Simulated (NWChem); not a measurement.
# SnH3 (SMILES [SnH3]): UCCSD/def2-TZVP (core potential)

Aim: the vertical ionisation energy of SnH3 at UCCSD/def2-TZVP (core potential), from 2 runs. 

The results are computed with NWChem 7.3.0.

### Step 1. The structure to begin with

The species is SnH3 (4 atoms), meant as a doublet with charge 0. As SMILES, `[SnH3]`. The coordinates come from a PBE0-D4/def2-TZVP relaxation.

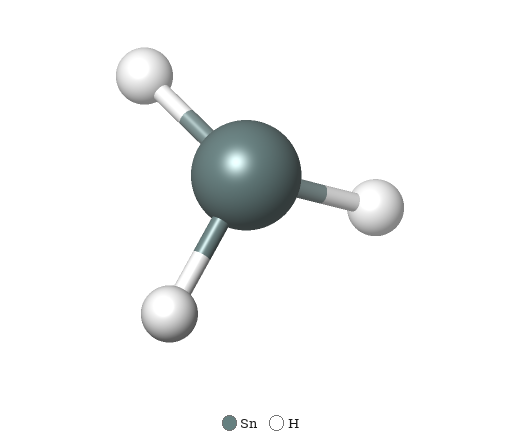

The structure, seen from a chosen angle (tin teal, hydrogen white).

### Step 2. A single-point energy at UCCSD/def2-TZVP (core potential)

The input, h3sn.xyz:

```xyz
4

Sn     0.280200    -0.211600    -0.271700
H      1.055200     0.011000     1.241700
H     -1.125000    -1.172200    -0.064000
H     -0.154900     1.312500    -0.926300
```

The input, h3sn.nw:

```
start h3sn
memory total 2200 mb

geometry noautosym nocenter noautoz
 load h3sn.xyz
end

basis "ao basis" spherical bse
 * library def2-TZVP
end

ecp bse
 Sn library def2-TZVP
end

scf
 doublet
 uhf
 thresh 1e-08
 maxiter 80
 print low
end

tce
 scf
 ccsd
 freeze core 4
 maxiter 60
end

task tce energy
```

Started as:

```
$ nwchem h3sn.nw > h3sn.out
```

Output:

```text
Northwest Computational Chemistry Package (NWChem) 7.3.0
             --------------------------------------------------------

           Job information
           ---------------

    nwchem branch   = 7.3.0
    use scalapack   = T
    input           = h3sn.nw
    prefix          = h3sn.
    data base       = ./h3sn.db
    status          = startup
    nproc           =        1

           Memory information
           ------------------

    heap     =     72089596 doubles =      550.0 Mbytes
    stack    =     72089601 doubles =      550.0 Mbytes
    global   =    144179200 doubles =     1100.0 Mbytes (distinct from heap & stack)
    total    =    288358397 doubles =     2200.0 Mbytes
    verify   = yes
    hardfail = no

           Directory information
           ---------------------

  0 permanent = .
  0 scratch   = .

                                NWChem Input Module
                                -------------------

 Scaling coordinates for geometry "geometry" by  1.889725989
 (inverse scale =  0.529177249)

                             Geometry "geometry" -> ""
                             -------------------------

 Output coordinates in angstroms (scale by  1.889725989 to convert to a.u.)

  No.       Tag          Charge          X              Y              Z
 ---- ---------------- ---------- -------------- -------------- --------------
    1 Sn                  50.0000     0.28020000    -0.21160000    -0.27170000
    2 H                    1.0000     1.05520000     0.01100000     1.24170000
    3 H                    1.0000    -1.12500000    -1.17220000    -0.06400000
    4 H                    1.0000    -0.15490000     1.31250000    -0.92630000

      Atomic Mass
      -----------

      Sn               117.901800
      H                  1.007825

 Effective nuclear repulsion energy (a.u.)      46.8551462228

            Nuclear Dipole moment (a.u.)
            ----------------------------
        X                 Y               Z
 ---------------- ---------------- ----------------
    26.0504396704   -19.7073854171   -25.1968504413

            XYZ format geometry
            -------------------
     4
 geometry
 Sn                    0.28020000    -0.21160000    -0.27170000
 H                     1.05520000     0.01100000     1.24170000
 H                    -1.12500000    -1.17220000    -0.06400000
 H                    -0.15490000     1.31250000    -0.92630000

 ==============================================================================
                                internuclear distances
 ------------------------------------------------------------------------------
       center one      |      center two      | atomic units |  angstroms
 ------------------------------------------------------------------------------
    2 H                |   1 Sn               |     3.24051  |     1.71480
    3 H                |   1 Sn               |     3.24047  |     1.71478
    4 H                |   1 Sn               |     3.24059  |     1.71485
 ------------------------------------------------------------------------------
                         number of included internuclear distances:          3
 ==============================================================================

 ==============================================================================
                                 internuclear angles
 ------------------------------------------------------------------------------
        center 1       |       center 2       |       center 3       |  degrees
 ------------------------------------------------------------------------------
    2 H                |   1 Sn               |   3 H                |   109.64
    2 H                |   1 Sn               |   4 H                |   109.64
    3 H                |   1 Sn               |   4 H                |   109.65
 ------------------------------------------------------------------------------
                            number of included internuclear angles:          3
 ==============================================================================

 Summary of "ao basis" -> "" (spherical)
 ------------------------------------------------------------------------------
       Tag                 Description            Shells   Functions and Types
 ---------------- ------------------------------  ------  ---------------------
 *                         def2-TZVP                  on all atoms

                 ECP       "ecp basis" -> "" (cartesian)
                -----
  [basis functions not shown]

                      Basis "ao basis" -> "ao basis" (spherical)
                      -----
  [basis functions not shown]

 Summary of "ao basis" -> "ao basis" (spherical)
 ------------------------------------------------------------------------------
       Tag                 Description            Shells   Functions and Types
 ---------------- ------------------------------  ------  ---------------------
 Sn                        def2-TZVP                16       50   6s5p3d2f
 H                         def2-TZVP                 4        6   3s1p

                                 NWChem SCF Module
                                 -----------------

  ao basis        = "ao basis"
  functions       =    68
  atoms           =     4
  alpha electrons =    13
  beta  electrons =    12
  charge          =   0.00
  wavefunction    = UHF
  input vectors   = atomic
  output vectors  = ./h3sn.movecs
  use symmetry    = F
  symmetry adapt  = F

 Forming initial guess at       0.1s

 Starting SCF solution at       0.3s

       Final UHF  results
       ------------------

         Total SCF energy =   -215.048061319864
      One electron energy =   -419.390405891909
      Two electron energy =    183.408944094947
 Nuclear repulsion energy =     20.933400477097

                       Sz =      0.5000
                 Sz(Sz+1) =      0.7500
                      S^2 =      0.7539

        Time for solution =      7.3s

                   NWChem Extensible Many-Electron Theory Module
                   ---------------------------------------------

              ======================================================
                   This portion of the program was automatically
                  generated by a Tensor Contraction Engine (TCE).
                  The development of this portion of the program
                 and TCE was supported by US Department of Energy,
                Office of Science, Office of Basic Energy Science.
                      TCE is a product of Battelle and PNNL.
              ======================================================

            General Information
            -------------------
      Number of processors :     1
         Wavefunction type : Unrestricted Hartree-Fock
          No. of electrons :    25
           Alpha electrons :    13
            Beta electrons :    12
           No. of orbitals :   136
            Alpha orbitals :    68
             Beta orbitals :    68
        Alpha frozen cores :     4
         Beta frozen cores :     4
     Alpha frozen virtuals :     0
      Beta frozen virtuals :     0
         Spin multiplicity : doublet
    Number of AO functions :    68
       Number of AO shells :    28
        Use of symmetry is : off
      Symmetry adaption is : off
         Schwarz screening : 0.10D-09

          Correlation Information
          -----------------------
          Calculation type : Coupled-cluster singles & doubles
   Perturbative correction : none
            Max iterations :       60
        Residual threshold : 0.10D-06
     T(0) DIIS level shift : 0.00D+00
     L(0) DIIS level shift : 0.00D+00
     T(1) DIIS level shift : 0.00D+00
     L(1) DIIS level shift : 0.00D+00
     T(R) DIIS level shift : 0.00D+00
     T(I) DIIS level shift : 0.00D+00
   CC-T/L Amplitude update :  5-th order DIIS
                I/O scheme : Global Array Library
        L-threshold :  0.10D-06
        EOM-threshold :  0.10D-06
 no EOMCCSD initial starts read in
 TCE RESTART OPTIONS
 READ_INT:   F
 WRITE_INT:  F
 READ_TA:    F
 WRITE_TA:   F
 READ_XA:    F
 WRITE_XA:   F
 READ_IN3:   F
 WRITE_IN3:  F
 SLICE:      F
 D4D5:       F
 quantumc:   F
 qrotation:  F
 pwtce:      F
 qducc:      F
 nacto:                         0
 nrotv:                         0
 nrot:                          0

            Memory Information
            ------------------
          Available GA space size is     144169952 doubles
          Available MA space size is     144162380 doubles

 Maximum block size        32 doubles

 tile_dim =     28

 Block   Spin    Irrep     Size     Offset   Alpha
 -------------------------------------------------
   1    alpha     a      9 doubles       0       1
   2    beta      a      8 doubles       9       2
   3    alpha     a     27 doubles      17       3
   4    alpha     a     28 doubles      44       4
   5    beta      a     28 doubles      72       5
   6    beta      a     28 doubles     100       6

 Global array virtual files algorithm will be used

 Parallel file system coherency ......... OK

 Fock matrix recomputed
 1-e file size   =             8192
 1-e file name   = ./h3sn.f1

 tce_ao2e: fast2e=1
 half-transformed integrals in memory

 2-e (intermediate) file size =        45338320
 2-e (intermediate) file name = ./h3sn.v2i

 tce_mo2e: fast2e=1
 2-e integrals stored in memory

 2-e file size   =         33073737
 2-e file name   = ./h3sn.v2
 T1-number-of-tasks                    4

 t1 file size   =              943
 t1 file name   = ./h3sn.t1
 t1 file handle =       -998
 T2-number-of-boxes                   10

 t2 file size   =           556077
 t2 file name   = ./h3sn.t2
 t2 file handle =       -995
CCSD iterations
 ---------------------------------------------------------
 Iter          Residuum       Correlation     Cpu    Wall
 ---------------------------------------------------------
NEW TASK SCHEDULING
CCSD_T1_NTS --- OK
CCSD_T2_NTS --- OK
    1   0.1248044834778  -0.3115980025098     0.3     0.3
    2   0.0339276184430  -0.3184117872644     0.3     0.3
    3   0.0125796313924  -0.3240282613080     0.3     0.3
    4   0.0055448645554  -0.3254224392859     0.3     0.3
    5   0.0026338687848  -0.3260343344797     0.3     0.3
 MICROCYCLE DIIS UPDATE:                    5                    5
    6   0.0005952935498  -0.3264683142842     0.3     0.3
    7   0.0003021397274  -0.3264846844166     0.3     0.3
    8   0.0001753023566  -0.3264925565602     0.3     0.3
    9   0.0001114090292  -0.3264942694397     0.3     0.3
   10   0.0000716487774  -0.3264963845833     0.3     0.3
 MICROCYCLE DIIS UPDATE:                   10                    5
   11   0.0000105736334  -0.3265001380958     0.3     0.3
   12   0.0000056508708  -0.3265001154283     0.3     0.3
   13   0.0000035306720  -0.3265000622874     0.3     0.3
   14   0.0000023180285  -0.3265000105509     0.3     0.3
   15   0.0000015373206  -0.3264999743581     0.3     0.3
 MICROCYCLE DIIS UPDATE:                   15                    5
   16   0.0000002207222  -0.3264998959748     0.3     0.3
   17   0.0000001059197  -0.3264999201046     0.3     0.3
   18   0.0000000634465  -0.3264999243392     0.3     0.3
 -----------------------------------------------------------------
 Iterations converged
 CCSD correlation energy / hartree =        -0.326499924339178
 CCSD total energy / hartree       =      -215.374561244203420

 Singles contributions

 Doubles contributions

 Task  times  cpu:       20.3s     wall:       20.3s
 Total times  cpu:       20.3s     wall:       20.3s
```

It took 21 s on 1 thread of AMD EPYC 9R14 (Zen 4), shared host; peak memory 0.69 GiB.

[end of part 1 of 2]
